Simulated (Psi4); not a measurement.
# InH2F (SMILES [F][InH2]) at 3 levels

We compute a comparison of 3 runs (MS2h/3-21G, B97-3c/def2-mTZVP, MP2/STO-3G) of InH2F. 

The calculation is run with Psi4 1.11.

5 further runs of the same task are left out: 5 set aside as unsound or not needed.

**1. The structure to begin with**

InH2F has 4 atoms, charge 0, and is taken as a singlet. SMILES: `[F][InH2]`. The coordinates come from a PBE0-D4/def2-TZVP relaxation.

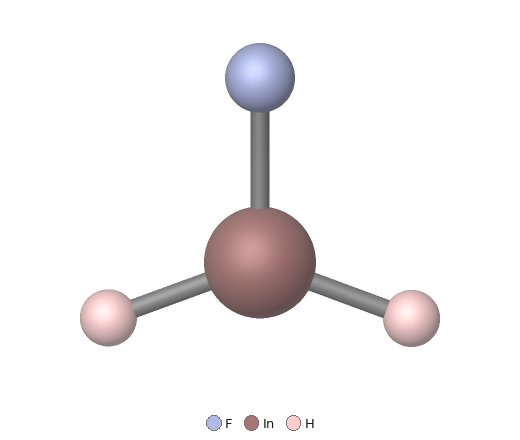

Viewed from a chosen angle; fluorine light blue, indium brown, hydrogen pink.

**2. The energy at MS2h/3-21G (run 1)**

calc.inp reads:

```
memory 1600 mb

molecule mol {
  0 1
  F
  In 1 1.961097
  H 2 1.702273 1 110.38202
  H 2 1.702278 3 139.23802 1 179.99743
  units angstrom
}

set reference rks
set scf_type pk
set print 2

e_tot, wfn = energy('ms2h/3-21G', return_wfn=True)
print_variables()
```

Launch:

```
$ psi4 -n 1 calc.inp calc.out
```

calc.out:

```text
[...]
  Running in c1 symmetry.
[...]
  Nuclear repulsion =  152.791799994952498
[...]
  Multiplicity = 1
[...]
  Nalpha       = 30
  Nbeta        = 30
[...]
      Number of basis functions:        46
[...]
   @RKS iter   1: -5817.04065533590529   -3.68836e+00   1.66069e-02 DIIS/ADIIS
[...]
   @RKS iter   8: -5817.35611811839408   -4.89035e-09   8.92634e-08 DIIS
[...]
  @RKS Final Energy: -5817.35611811839408
   => Energetics <=
    Nuclear Repulsion Energy =            152.7917999949524983
    One-Electron Energy =               -8339.8378251415779232
    Two-Electron Energy =                2521.4588172219996522
    DFT Exchange-Correlation Energy =    -151.7689101937681926
    Empirical Dispersion Energy =           0.0000000000000000
    VV10 Nonlocal Energy =                  0.0000000000000000
    Total Energy =                      -5817.3561181183940789
[...]
 Multipole Moments:
 ------------------------------------------------------------------------------------
     Multipole            Electronic (a.u.)      Nuclear  (a.u.)        Total (a.u.)
 ------------------------------------------------------------------------------------
 L = 1.  Multiply by 2.5417464519 to convert [e a0] to [Debye]
 Dipole X            :          0.0000804           -0.0000523            0.0000281
 Dipole Y            :         -0.0000499            0.0000273           -0.0000227
 Dipole Z            :          1.8902009           -1.0290547            0.8611462
 Magnitude           :                                                    0.8611462
[...]
```

Wall time 1.9 s (1 thread of AMD EPYC 9R45 (Zen 5), shared host); peak memory 0.4 GiB.

**3. Energy and one-electron properties at B97-3c/def2-mTZVP (density fitting, core potential, ddCOSMO chlorobenzene) (run 2)**

job.in reads:

```
memory 1600 mb

molecule {
  0 1
  F
  In 1 1.961097
  H 2 1.702273 1 110.38202
  H 2 1.702278 3 139.23802 1 179.99743
  symmetry c1
}

set reference rks
set scf_type df
set ddx true
set ddx_model cosmo
set ddx_solvent chlorobenzene
set ddx_radii_set uff

e, wfn = energy('b97-3c', return_wfn=True)
oeprop(wfn, 'MULLIKEN_CHARGES', 'MULTIPOLE(3)', 'NO_OCCUPATIONS', 'WIBERG_LOWDIN_INDICES', 'LOWDIN_CHARGES')
```

Launch:

```
$ psi4 -n 1 job.in job.out
```

job.out:

```text
[...]
    !!!  WARNING: ECP capability is in beta. Please check occupations closely.  !!!
[...]
  Running in c1 symmetry.
[...]
  Nuclear repulsion =   67.384370480820991
[...]
  Multiplicity = 1
[...]
  Nalpha       = 16
  Nbeta        = 16
[...]
    Number of basis functions: 61
[...]
   @DF-RKS iter   1:  -291.30704345495792   -8.95155e-01   1.24109e-02 ADIIS/DIIS
[...]
   @DF-RKS iter   8:  -291.51464702728504   -1.33973e-07   6.95786e-07 DIIS
[...]
  @DF-RKS Final Energy:  -291.51464702728504
   => Energetics <=
    Nuclear Repulsion Energy =             67.3843704808209907
    One-Electron Energy =                -610.6387817475759903
    Two-Electron Energy =                 279.9953913890021795
    DFT Exchange-Correlation Energy =     -28.2361620948035146
    Empirical Dispersion Energy =          -0.0094058061521284
    VV10 Nonlocal Energy =                  0.0000000000000000
    DD Solvation Energy =                 -0.0100592485765748
    Total Energy =                       -291.5146470272850365
[...]
  Mulliken Charges: (a.u.)
   Center  Symbol    Alpha    Beta     Spin     Total
       1     F     4.79977  4.79977  0.00000 -0.59954
       2    IN    10.06171 10.06171  0.00000  0.87657
       3     H     0.56926  0.56926  0.00000 -0.13852
       4     H     0.56926  0.56926  0.00000 -0.13852
   Total alpha = 16.00000, Total beta = 16.00000, Total charge =  0.00000
  Lowdin Charges: (a.u.)
   Center  Symbol    Alpha    Beta     Spin     Total
       1     F     4.72020  4.72020  0.00000 -0.44040
       2    IN    10.19978 10.19978  0.00000  0.60044
[...]
```

It took 4.2 s on 1 thread of AMD EPYC 9R45 (Zen 5), shared host; peak memory 0.36 GiB.

Atomic charges (e):

| atom | Löwdin | Mulliken |
| --- | --- | --- |
| F1 | -0.440 | -0.600 |
| In2 | +0.600 | +0.877 |
| H3 | -0.080 | -0.139 |
| H4 | -0.080 | -0.139 |

**4. A single-point energy at MP2/STO-3G (run 3)**

job.json reads:

```json
{
 "schema_name": "qcschema_input",
 "schema_version": 1,
 "molecule": {
  "schema_name": "qcschema_molecule",
  "schema_version": 2,
  "symbols": ["F", "In", "H", "H"],
  "geometry": [-3.08365509, -1.18939362, 0.35640235, 0.36736276, 0.09883268, -0.0496998, 2.46476978, -1.82377468, 1.45112069, 0.35640235, 2.80038514, -1.79599571],
  "molecular_charge": 0,
  "molecular_multiplicity": 1,
  "fix_symmetry": "c1",
  "fix_com": true,
  "fix_orientation": true
 },
 "driver": "energy",
 "model": {
  "method": "mp2",
  "basis": "STO-3G"
 },
 "keywords": {
  "puream": true,
  "e_convergence": 1e-09,
  "d_convergence": 1e-08,
  "scf_type": "pk",
  "num_frozen_docc": 19,
  "mp2_type": "conv"
 }
}
```

Launch:

```
$ psi4 --qcschema job.json -n 1 --memory 1600MB
```

stdout:

```text
[...]
  Running in c1 symmetry.
[...]
  Nuclear repulsion =  152.791766769114588
[...]
  Multiplicity = 1
[...]
  Nalpha       = 30
  Nbeta        = 30
[...]
    Number of basis functions: 34
[...]
   @RHF iter   1: -5781.91313932728008   -3.39963e+00   1.23580e-02 ADIIS/DIIS
[...]
   @RHF iter  10: -5782.05528590446193    1.81899e-12   5.57799e-09 DIIS
[...]
  @RHF Final Energy: -5782.05528590446193
   => Energetics <=
    Nuclear Repulsion Energy =            152.7917667691145880
    One-Electron Energy =               -8316.2262643040048715
    Two-Electron Energy =                2381.3792116304284718
    Total Energy =                      -5782.0552859044619254
[...]
 Multipole Moments:
 ------------------------------------------------------------------------------------
     Multipole            Electronic (a.u.)      Nuclear  (a.u.)        Total (a.u.)
 ------------------------------------------------------------------------------------
 L = 1.  Multiply by 2.5417464519 to convert [e a0] to [Debye]
 Dipole X            :          7.5807624           -6.9309484            0.6498140
 Dipole Y            :          5.1276594           -4.8851308            0.2425286
 Dipole Z            :         -0.5039409            0.4274559           -0.0764849
 Magnitude           :                                                    0.6978025
[...]
	SCS-MP2 Total Energy (a.u.)        : -5782.11146156026462
	SOS-MP2 Total Energy (a.u.)        : -5782.11392042289481
	SCSN-MP2 Total Energy (a.u.)       : -5782.06611774495468
[...]
	SOS-PI-MP2 Total Energy (a.u.)     : -5782.11843077046615
[...]
	MP2 Total Energy (a.u.)            : -5782.10654383500514
[...]
```

The result, in JSON:

```text
{
 "driver": "energy",
 "model": {
  "method": "mp2",
  "basis": "STO-3G"
 },
 "success": true,
 "return_result": -5782.106543835005,
 "properties": {
  "calcinfo_nbasis": 34,
  "calcinfo_nmo": 34,
  "calcinfo_nalpha": 30,
  "calcinfo_nbeta": 30,
  "calcinfo_natom": 4,
  "nuclear_repulsion_energy": 152.7917667691146,
  "return_energy": -5782.106543835005,
  "scf_one_electron_energy": -8316.226264304005,
  "scf_two_electron_energy": 2381.3792116304285,
  "scf_dipole_moment": [0.6498139753001277, 0.24252863527830382, -0.07648493613869856],
  "scf_total_energy": -5782.055285904462,
  "scf_iterations": 10,
  "mp2_same_spin_correlation_energy": -0.006154454825511613,
  "mp2_opposite_spin_correlation_energy": -0.0451034757173819,
  "mp2_singles_energy": 0.0,
  "mp2_doubles_energy": -0.05125793054289351,
  "mp2_correlation_energy": -0.05125793054321548,
  "mp2_total_energy": -5782.106543835005
 }
}
```

Run time: 0.94 s. Hardware: 1 thread of AMD EPYC 9R45 (Zen 5), shared host; peak memory 0.19 GiB.

**5. The series**

| run | level | task | integrals | energy (Eh) | dipole moment (D) | HOMO energy (eV) | LUMO energy (eV) | wall time |
| --- | --- | --- | --- | --- | --- | --- | --- | --- |
| 1 | MS2h/3-21G | energy | pk | -5817.356118 | 2.19 | -7.32 | -1.84 | 1.9 s |
| 2 | B97-3c/def2-mTZVP (density fitting, core potential, ddCOSMO chlorobenzene) | properties | df | -291.514647 | 3.53 | -7.32 | -1.93 | 4.2 s |
| 3 | MP2/STO-3G | energy | pk | -5782.106544 | – | -8.41 | 5.95 | 0.94 s |

**6. What came out**

```
                                           quantity           value
                                run 3: total energy  -5782.10654 Eh
         run 3: HOMO energy (Hartree–Fock orbitals)        -8.41 eV
         run 3: LUMO energy (Hartree–Fock orbitals)         5.95 eV
       run 3: HOMO–LUMO gap (Hartree–Fock orbitals)        14.36 eV
run 3: correlation energy (19 core orbitals frozen)       -51.3 mEh
```

Totals of different functionals can't be ranked against each other. Some runs of one species differ in core potentials or relativity; totals across that change don't compare. In run 3 the basis is minimal, so the values are rough. In runs 1, 3 relativity is left out where basis or elements ask for it. All runs together took 7.1 s, the longest 4.2 s.
